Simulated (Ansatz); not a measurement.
# CH5BN2Se: inversion of the pyramid at N1, part 1 of 2

How high is the barrier for the inversion of the pyramid at N1? Relax the two ends, then run a nudged elastic band between them. SMILES of the start: NC1NB[Se]1.

Program: Ansatz 0.2.0. Level of theory: RKS B3LYP/def2-mTZVP. These are calculated values, not measurements.

### 1 The structure to begin with

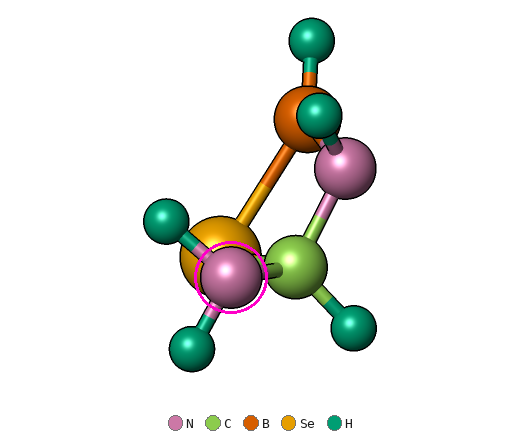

Start, viewed from a free direction; nitrogen pink, carbon green, boron orange, selenium amber, hydrogen teal. Ringed: N1.

Structure file:

```xyz
10

N    -1.5435   -0.1069    0.2235
C    -0.3021   -0.6629   -0.1254
N     0.7094   -0.2701    0.7961
B     1.7897    0.4685   -0.1487
Se    0.4421    0.0770   -1.7252
H    -1.5186    0.9951    0.1403
H    -2.2541   -0.3640   -0.5096
H    -0.3338   -1.7501   -0.1932
H     0.3930    0.4638    1.5258
H     2.7009    1.0984    0.0194
```

### 2 Relaxing end A

File input.yaml:

```yaml
crystal:
  periodic: [false, false, false]
  atoms:
    - { symbol: "N", position_ang: [-1.5435, -0.1069, 0.2235] }
    - { symbol: C, position_ang: [-0.3021, -0.6629, -0.1254] }
    - { symbol: "N", position_ang: [0.7094, -0.2701, 0.7961] }
    - { symbol: B, position_ang: [1.7897, 0.4685, -0.1487] }
    - { symbol: Se, position_ang: [0.4421, 0.077, -1.7252] }
    - { symbol: H, position_ang: [-1.5186, 0.9951, 0.1403] }
    - { symbol: H, position_ang: [-2.2541, -0.364, -0.5096] }
    - { symbol: H, position_ang: [-0.3338, -1.7501, -0.1932] }
    - { symbol: H, position_ang: [0.393, 0.4638, 1.5258] }
    - { symbol: H, position_ang: [2.7009, 1.0984, 0.0194] }
basis:
  gaussian: { orbitals: def2-mTZVP }
hamiltonian:
  xc: b3lyp
relax:
  f_tol: 0.015
  max_steps: 40
output:
  orbitals: {}
```

On the command line:

```
$ ansatz run input.yaml --threads 2 --pin off --max-ram 3072MiB --backend cpu --events-out ev --progress --plain --runs-dir out
```

Output, cut to the lines that bear on the results:

```text
Warning: RAYON_NUM_THREADS=2 ignored (pool sized by the plan → 2); use --threads N
[...]
Functional definition: B3LYP
[...]
1246 factors; integrals over basis functions are off by at most 6.8e-4 eV
[...]
mean field -70126.01549186 eV, -2577.0835362053 hartree, gradient 2.7e-5 eV, S^2 0.000000; 0 other end points of the search recorded, 0 dependent functions left out
[...]
reference -70126.01574543 eV, -2577.0835455237 hartree; 32, 32 occupied and 95, 95 virtual orbitals, 1246 factors
relax step   1: F+E_penalty+E_count = -70126.01549186 eV  Δ(F+E_penalty+E_count) = +0.000e0 eV  max|allowed force component| = 5.834e0 eV/Å  Δτ_max = 0.0000 Å  (28 SCF iters, accepted)
[...]
relax step   3: F+E_penalty+E_count = -70127.55321353 eV  Δ(F+E_penalty+E_count) = -4.143e-1 eV  max|allowed force component| = 1.298e0 eV/Å  Δτ_max = 0.0813 Å  (31 SCF iters, accepted)
[...]
relax step   5: F+E_penalty+E_count = -70127.74476252 eV  Δ(F+E_penalty+E_count) = -7.294e-2 eV  max|allowed force component| = 3.669e-1 eV/Å  Δτ_max = 0.0742 Å  (31 SCF iters, accepted)
[...]
relax step   7: F+E_penalty+E_count = -70127.76238075 eV  Δ(F+E_penalty+E_count) = -1.145e-2 eV  max|allowed force component| = 7.344e-1 eV/Å  Δτ_max = 0.1490 Å  (30 SCF iters, accepted)
[...]
relax step   9: F+E_penalty+E_count = -70127.79054261 eV  Δ(F+E_penalty+E_count) = -1.547e-4 eV  max|allowed force component| = 1.461e-1 eV/Å  Δτ_max = 0.0082 Å  (26 SCF iters, accepted)
[...]
relax step  10: F+E_penalty+E_count = -70127.79088691 eV  Δ(F+E_penalty+E_count) = -3.443e-4 eV  max|allowed force component| = 1.218e-2 eV/Å  Δτ_max = 0.0098 Å  (25 SCF iters, accepted)
1246 factors; integrals over basis functions are off by at most 8.9e-4 eV
[...]
mean field -70127.79088691 eV, -2577.1487807699 hartree, gradient 1.1e-5 eV, S^2 0.000000; 1 other end points of the search recorded, 0 dependent functions left out
[...]
reference -70127.79113842 eV, -2577.1487900127 hartree; 32, 32 occupied and 95, 95 virtual orbitals, 1246 factors
Total energy: -70127.79113842 eV, -2577.1487900127 hartree
Atom 0 at    -1.632910    -0.031682     0.155067 Å, force     0.003327    -0.002164    -0.001262 eV/Å
Atom 1 at    -0.342638    -0.526304    -0.105883 Å, force    -0.002425    -0.012177    -0.003407 eV/Å
Atom 2 at     0.688764     0.075903     0.706668 Å, force    -0.010811    -0.004668    -0.001267 eV/Å
Atom 3 at     1.674743     0.509282    -0.187827 Å, force    -0.005833     0.003366    -0.010615 eV/Å
Atom 4 at     0.732033     0.015936    -1.851454 Å, force     0.004138     0.000439     0.006362 eV/Å
Atom 5 at    -1.698150     0.971936     0.015649 Å, force     0.002727     0.007449     0.001838 eV/Å
Atom 6 at    -2.354100    -0.498819    -0.383933 Å, force     0.003971    -0.002372     0.002450 eV/Å
Atom 7 at    -0.341059    -1.615171    -0.093945 Å, force     0.002141     0.010092    -0.000556 eV/Å
Atom 8 at     0.625244     0.054475     1.717610 Å, force     0.000984     0.001690     0.005480 eV/Å
Atom 9 at     2.731074     0.993245     0.031049 Å, force     0.001781    -0.001656     0.000977 eV/Å
Dipole moment:    -0.411538    -0.064398     0.360699 e Å
```

Run time: 44 s. Hardware: 2 threads of Arm Neoverse V2, shared host; peak memory 0.31 GiB.

Relaxation path:

```
step  energy from step 1 (eV)  largest force component (eV/Å)
   1                   0.0000                          5.8341
   2                  -1.1234                          3.4336
   3                  -1.5377                          1.2977
   4                  -1.6563                          0.7932
   5                  -1.7293                          0.3669
   6                  -1.7354                          0.8051
   7                  -1.7469                          0.7344
   8                  -1.7749                          0.0645
   9                  -1.7751                          0.1461
  10                  -1.7754                          0.0122
```

Step 1 is the start.

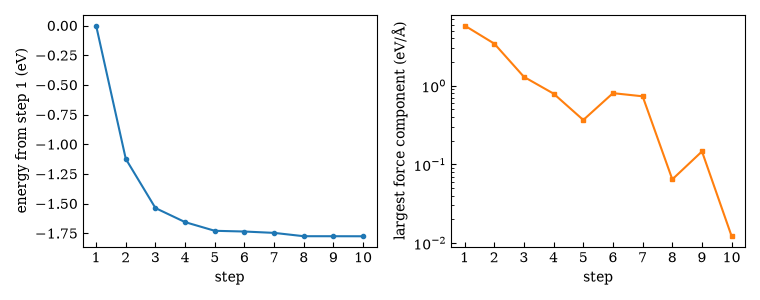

How energy and force went from step to step.

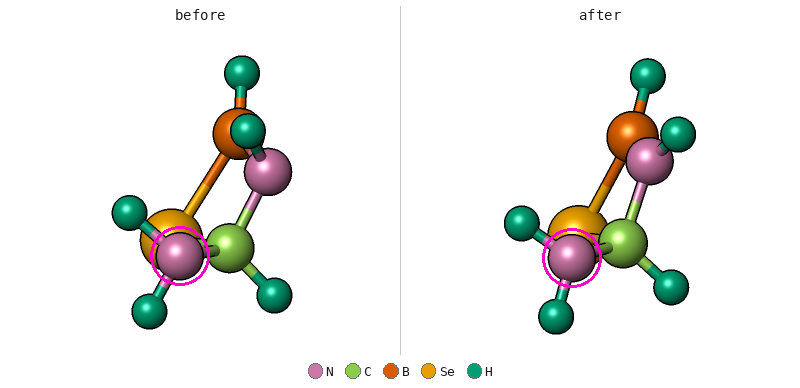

Before and after, at one scale.

After: Bond lengths: N1–C2 1.406 Å, C2–N3 1.445 Å, N3–B4 1.400 Å, C2–Se5 2.120 Å, B4–Se5 1.975 Å, N1–H6 1.015 Å, N1–H7 1.014 Å, C2–H8 1.089 Å, N3–H9 1.013 Å, B4–H10 1.182 Å. Angles (14 of 16 angles, heavy atoms first): N1–C2–N3 113.8°, N1–C2–Se5 121.9°, N3–C2–Se5 89.7°, C2–N3–B4 105.8°, N3–B4–Se5 97.2°, C2–Se5–B4 67.2°, N1–C2–H8 110.5°, N3–C2–H8 114.2°, Se5–C2–H8 105.3°, C2–N1–H6 112.4°, C2–N1–H7 113.1°, C2–N3–H9 120.5°, B4–N3–H9 133.5°, N3–B4–H10 129.6°.

### 3 Relaxing end B

The second end starts from a geometry with the move made by hand.

input.yaml: that of step 2 with these lines changed.

```diff
@@ -8,4 +8,4 @@
     - { symbol: Se, position_ang: [0.4421, 0.077, -1.7252] }
-    - { symbol: H, position_ang: [-1.5186, 0.9951, 0.1403] }
-    - { symbol: H, position_ang: [-2.2541, -0.364, -0.5096] }
+    - { symbol: H, position_ang: [-1.48324, 0.40976, 1.19888] }
+    - { symbol: H, position_ang: [-2.22268, -0.88415, 0.43108] }
     - { symbol: H, position_ang: [-0.3338, -1.7501, -0.1932] }
```

On the command line:

```
$ ansatz run input.yaml --threads 2 --pin off --max-ram 3072MiB --backend cpu --events-out ev --progress --plain --runs-dir out
```

Output, cut to the lines that bear on the results:

```text
Warning: RAYON_NUM_THREADS=2 ignored (pool sized by the plan → 2); use --threads N
[...]
[... 1 set-up line as earlier in the session ...]
[...]
1246 factors; integrals over basis functions are off by at most 6.8e-4 eV
[...]
mean field -70125.74188354 eV, -2577.0734812850 hartree, gradient 1.3e-5 eV, S^2 0.000000; 0 other end points of the search recorded, 0 dependent functions left out
[...]
reference -70125.74213882 eV, -2577.0734906665 hartree; 32, 32 occupied and 95, 95 virtual orbitals, 1246 factors
relax step   1: F+E_penalty+E_count = -70125.74188354 eV  Δ(F+E_penalty+E_count) = +0.000e0 eV  max|allowed force component| = 5.756e0 eV/Å  Δτ_max = 0.0000 Å  (30 SCF iters, accepted)
[...]
relax step   4: F+E_penalty+E_count = -70127.40834623 eV  Δ(F+E_penalty+E_count) = -1.630e-1 eV  max|allowed force component| = 7.809e-1 eV/Å  Δτ_max = 0.1997 Å  (30 SCF iters, accepted)
[...]
Total energy: -70127.62399286 eV, -2577.1426475266 hartree
Atom 0 at    -1.676295    -0.269372     0.192000 Å, force    -0.007791    -0.006537     0.002439 eV/Å
Atom 1 at    -0.329490    -0.626489    -0.060941 Å, force    -0.006466     0.009506    -0.002212 eV/Å
Atom 2 at     0.736420    -0.051930     0.771807 Å, force     0.008102    -0.000364     0.001231 eV/Å
Atom 3 at     1.604760     0.562326    -0.135074 Å, force     0.001455    -0.000017     0.004286 eV/Å
Atom 4 at     0.502526     0.198521    -1.741116 Å, force     0.002338     0.000134    -0.004955 eV/Å
Atom 5 at    -1.786506     0.719885     0.387911 Å, force     0.002864     0.000720    -0.001059 eV/Å
Atom 6 at    -2.105208    -0.824469     0.926299 Å, force    -0.002677     0.000987     0.001110 eV/Å
Atom 7 at    -0.248602    -1.709154    -0.137697 Å, force     0.002134    -0.005123     0.000271 eV/Å
Atom 8 at     0.803272    -0.245995     1.764152 Å, force     0.000292     0.000032    -0.000683 eV/Å
Atom 9 at     2.648902     1.089988     0.034919 Å, force    -0.000252     0.000662    -0.000429 eV/Å
Dipole moment:    -0.160281    -0.159831     0.734976 e Å
```

Run time: 60 s. Hardware: 2 threads of Arm Neoverse V2, shared host; peak memory 0.31 GiB.

Step by step:

```
step  energy from step 1 (eV)  largest force component (eV/Å)
   1                   0.0000                          5.7561
   2                  -1.1371                          3.0469
   3                  -1.5034                          0.9826
   4                  -1.6665                          0.7809
   5                  -1.7913                          0.4099
   6                  -1.8152                          1.2973
   7                  -1.8215                          0.9741
   8                  -1.8771                          0.1956
   9                  -1.8805                          0.0814
  10                  -1.8813                          0.0331
  11                  -1.8814                          0.0754
 12x                  -1.8809                          0.1075
  13                  -1.8818                          0.0230
  14                  -1.8819                          0.0095
```

Step 1 is the start. 1 step was tried and not accepted (marked x).

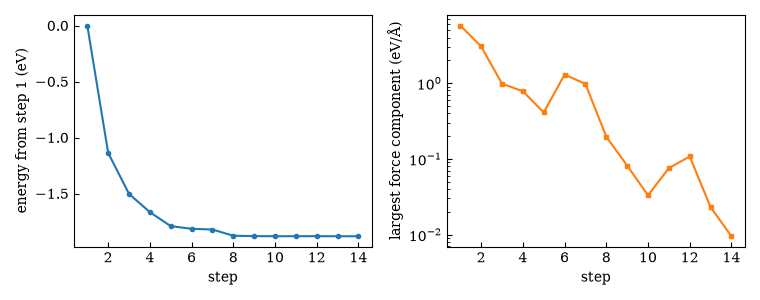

How energy and force went from step to step.

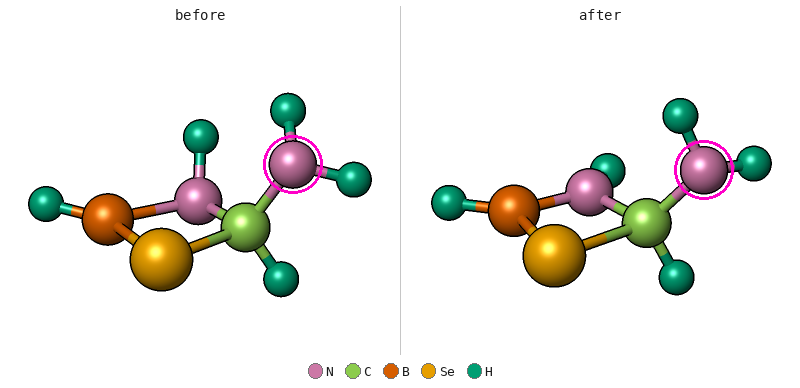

Before and after, at one scale.

After: Bond lengths: N1–C2 1.416 Å, C2–N3 1.470 Å, N3–B4 1.398 Å, C2–Se5 2.048 Å, B4–Se5 1.982 Å, N1–H6 1.014 Å, N1–H7 1.016 Å, C2–H8 1.088 Å, N3–H9 1.013 Å, B4–H10 1.182 Å. Angles (14 of 16 angles, heavy atoms first): N1–C2–N3 119.3°, N1–C2–Se5 115.5°, N3–C2–Se5 90.7°, C2–N3–B4 104.8°, N3–B4–Se5 95.7°, C2–Se5–B4 68.6°, N1–C2–H8 109.5°, N3–C2–H8 112.0°, Se5–C2–H8 108.2°, C2–N1–H6 112.6°, C2–N1–H7 113.1°, C2–N3–H9 121.9°, B4–N3–H9 132.7°, N3–B4–H10 130.7°.

### 4 The band

crystal.atoms is end A as relaxed above, and neb.final_atoms is end B, turned to lie on A. With 9 inner images the band has 11 in all. The start path is listed, through a guess of the saddle.

File input.yaml:

```yaml
crystal:
  periodic: [false, false, false]
  atoms:
    - { symbol: "N", position_ang: [-1.63291, -0.031682, 0.155067] }
    - { symbol: C, position_ang: [-0.342638, -0.526304, -0.105883] }
    - { symbol: "N", position_ang: [0.688764, 0.075903, 0.706668] }
    - { symbol: B, position_ang: [1.674743, 0.509282, -0.187827] }
    - { symbol: Se, position_ang: [0.732033, 0.015936, -1.851454] }
    - { symbol: H, position_ang: [-1.69815, 0.971936, 0.015649] }
    - { symbol: H, position_ang: [-2.3541, -0.498819, -0.383933] }
    - { symbol: H, position_ang: [-0.341059, -1.615171, -0.093945] }
    - { symbol: H, position_ang: [0.625244, 0.054475, 1.71761] }
    - { symbol: H, position_ang: [2.731074, 0.993245, 0.031049] }
basis:
  gaussian: { orbitals: def2-mTZVP }
hamiltonian:
  xc: b3lyp
neb:
  order_check: false
  images: 9
  f_tol: 0.05
  max_iterations: 49
  final_atoms:
    - { symbol: "N", position_ang: [-1.66778487, -0.03908255, -0.27114429] }
    - { symbol: C, position_ang: [-0.33476751, -0.5169444, -0.26074359] }
    - { symbol: "N", position_ang: [0.63431573, 0.07270358, 0.67357132] }
    - { symbol: B, position_ang: [1.68442836, 0.51612453, -0.13537816] }
    - { symbol: Se, position_ang: [0.81904237, 0.04919394, -1.85576407] }
    - { symbol: H, position_ang: [-1.71966327, 0.97140789, -0.19783192] }
    - { symbol: H, position_ang: [-2.25341503, -0.47466696, 0.43497014] }
    - { symbol: H, position_ang: [-0.33858986, -1.60425985, -0.21249055] }
    - { symbol: H, position_ang: [0.52788496, -0.01050954, 1.67787559] }
    - { symbol: H, position_ang: [2.73155011, 0.98483436, 0.14993651] }
  initial_path:
    images:
      - { positions_ang: [[-1.63291, -0.031682, 0.155067], [-0.342638, -0.526304, -0.105883], [0.688764, 0.075903, 0.706668], [1.674743, 0.509282, -0.187827], [0.732033, 0.015936, -1.851454], [-1.69815, 0.971936, 0.015649], [-2.3541, -0.498819, -0.383933], [-0.341059, -1.615171, -0.093945], [0.625244, 0.054475, 1.71761], [2.731074, 0.993245, 0.031049]] }
      - { positions_ang: [[-1.61468297, -0.02455194, 0.12212794], [-0.33402524, -0.54417438, -0.12903238], [0.68050733, 0.01911308, 0.71732737], [1.70610165, 0.49461251, -0.17586657], [0.70643365, 0.01366205, -1.83914238], [-1.65764238, 0.97700974, 0.10715368], [-2.35246253, -0.51590396, -0.3771493], [-0.34685333, -1.63275372, -0.12185002], [0.56061987, 0.15901272, 1.65804361], [2.73500494, 1.0027749, 0.04138905]] }
      - { positions_ang: [[-1.59645593, -0.01742189, 0.08918887], [-0.32541248, -0.56204475, -0.15218175], [0.67225065, -0.03767685, 0.72798673], [1.7374603, 0.47994302, -0.16390613], [0.6808343, 0.0113881, -1.82683076], [-1.61713476, 0.98208349, 0.19865836], [-2.35082505, -0.53298892, -0.37036561], [-0.35264766, -1.65033645, -0.14975503], [0.49599575, 0.26355045, 1.59847722], [2.73893588, 1.01230481, 0.0517291]] }
      - { positions_ang: [[-1.5782289, -0.01029183, 0.05624981], [-0.31679972, -0.57991513, -0.17533113], [0.66399398, -0.09446677, 0.7386461], [1.76881895, 0.46527352, -0.1519457], [0.65523496, 0.00911416, -1.81451914], [-1.57662714, 0.98715723, 0.29016304], [-2.34918758, -0.55007388, -0.36358191], [-0.35844199, -1.66791917, -0.17766005], [0.43137162, 0.36808817, 1.53891083], [2.74286682, 1.02183471, 0.06206915]] }
      - { positions_ang: [[-1.56000187, -0.00316177, 0.02331075], [-0.30818696, -0.59778551, -0.1984805], [0.6557373, -0.1512567, 0.74930546], [1.8001776, 0.45060403, -0.13998527], [0.62963561, 0.00684021, -1.80220752], [-1.53611952, 0.99223097, 0.38166772], [-2.3475501, -0.56715884, -0.35679821], [-0.36423631, -1.6855019, -0.20556506], [0.36674749, 0.4726259, 1.47934445], [2.74679777, 1.03136461, 0.07240919]] }
      - { positions_ang: [[-1.54177483, 0.00396829, -0.00962832], [-0.29957421, -0.61565588, -0.22162988], [0.64748063, -0.20804662, 0.75996483], [1.83153625, 0.43593454, -0.12802484], [0.60403626, 0.00456626, -1.7898959], [-1.4956119, 0.99730471, 0.4731724], [-2.34591263, -0.58424381, -0.35001452], [-0.37003064, -1.70308462, -0.23347008], [0.30212336, 0.57716362, 1.41977806], [2.75072871, 1.04089452, 0.08274924]] }
      - { positions_ang: [[-1.56697684, -0.00464188, -0.06193151], [-0.30661287, -0.59591359, -0.22945262], [0.64484765, -0.15189658, 0.74268613], [1.80211467, 0.45197254, -0.1294955], [0.64703748, 0.0134918, -1.80306953], [-1.54042218, 0.99212535, 0.33897153], [-2.32741311, -0.56232844, -0.19301759], [-0.36374249, -1.68331967, -0.22927417], [0.34727568, 0.45962899, 1.47139756], [2.74689299, 1.02968248, 0.0961867]] }
      - { positions_ang: [[-1.59217885, -0.01325205, -0.11423471], [-0.31365153, -0.57617129, -0.23727536], [0.64221467, -0.09574654, 0.72540742], [1.7726931, 0.46801054, -0.13096616], [0.6900387, 0.02241733, -1.81624317], [-1.58523245, 0.98694598, 0.20477067], [-2.30891359, -0.54041307, -0.03602065], [-0.35745433, -1.66355471, -0.22507826], [0.392428, 0.34209435, 1.52301707], [2.74305727, 1.01847045, 0.10962415]] }
      - { positions_ang: [[-1.61738085, -0.02186221, -0.1665379], [-0.32069019, -0.55642899, -0.24509811], [0.63958169, -0.0395965, 0.70812872], [1.74327152, 0.48404853, -0.13243683], [0.73303992, 0.03134287, -1.8294168], [-1.63004272, 0.98176662, 0.07056981], [-2.29041407, -0.5184977, 0.12097628], [-0.35116617, -1.64378976, -0.22088236], [0.43758032, 0.22455972, 1.57463658], [2.73922155, 1.00725842, 0.1230616]] }
      - { positions_ang: [[-1.64258286, -0.03047238, -0.21884109], [-0.32772885, -0.5366867, -0.25292085], [0.63694871, 0.01655354, 0.69085002], [1.71384994, 0.50008653, -0.13390749], [0.77604115, 0.0402684, -1.84259043], [-1.67485299, 0.97658726, -0.06363105], [-2.27191455, -0.49658233, 0.27797321], [-0.34487802, -1.6240248, -0.21668645], [0.48273264, 0.10702509, 1.62625609], [2.73538583, 0.99604639, 0.13649906]] }
      - { positions_ang: [[-1.66778487, -0.03908255, -0.27114429], [-0.33476751, -0.5169444, -0.26074359], [0.63431573, 0.07270358, 0.67357132], [1.68442836, 0.51612453, -0.13537816], [0.81904237, 0.04919394, -1.85576407], [-1.71966327, 0.97140789, -0.19783192], [-2.25341503, -0.47466696, 0.43497014], [-0.33858986, -1.60425985, -0.21249055], [0.52788496, -0.01050954, 1.67787559], [2.73155011, 0.98483436, 0.14993651]] }
```

On the command line:

```
$ ansatz run input.yaml --threads 2 --pin off --max-ram 3072MiB --backend cpu --events-out ev --progress --plain --runs-dir out
```

Output, cut to the lines that bear on the results:

```text
Warning: RAYON_NUM_THREADS=2 ignored (pool sized by the plan → 2); use --threads N
[...]
[... 1 set-up line as earlier in the session ...]
[...]
1244 factors; integrals over basis functions are off by at most 8.0e-4 eV
[...]
mean field -70127.79089627 eV, -2577.1487811141 hartree, gradient 9.9e-6 eV, S^2 0.000000; 0 other end points of the search recorded, 0 dependent functions left out
[...]
reference -70127.79114716 eV, -2577.1487903340 hartree; 32, 32 occupied and 95, 95 virtual orbitals, 1244 factors
1244 factors; integrals over basis functions are off by at most 8.1e-4 eV
[...]
mean field -70127.62376011 eV, -2577.1426389734 hartree, gradient 7.0e-5 eV, S^2 0.000000; 0 other end points of the search recorded, 0 dependent functions left out
[...]
reference -70127.62401079 eV, -2577.1426481857 hartree; 32, 32 occupied and 95, 95 virtual orbitals, 1244 factors
[...]
Atom 0 at    -1.636896     0.003876    -0.149190 Å, force     0.002413    -0.001089     0.001707 eV/Å
Atom 1 at    -0.338519    -0.486680    -0.215577 Å, force     0.001235     0.000242     0.003931 eV/Å
Atom 2 at     0.653712     0.115412     0.663448 Å, force     0.003056    -0.001107    -0.004560 eV/Å
Atom 3 at     1.721347     0.489840    -0.165024 Å, force    -0.004181     0.004556     0.004146 eV/Å
Atom 4 at     0.874246     0.007429    -1.875642 Å, force     0.001086    -0.002415    -0.002157 eV/Å
Atom 5 at    -1.773374     0.985763     0.033038 Å, force    -0.000714     0.000649     0.000265 eV/Å
Atom 6 at    -2.393138    -0.611595     0.100307 Å, force    -0.001274     0.000781    -0.000437 eV/Å
Atom 7 at    -0.343939    -1.574091    -0.185282 Å, force    -0.001858    -0.000460    -0.001455 eV/Å
Atom 8 at     0.539794     0.089073     1.670712 Å, force    -0.000781    -0.000432    -0.001720 eV/Å
Atom 9 at     2.779767     0.929773     0.126210 Å, force     0.001019    -0.000725     0.000279 eV/Å
Dipole moment:    -0.527519    -0.111607     0.679180 e Å
this run last wrote the band of iteration 12 to <dir>
```

Run time: 7 min. Hardware: 2 threads of Arm Neoverse V2, shared host; peak memory 0.34 GiB.

(Continued in part 2 of 2.)
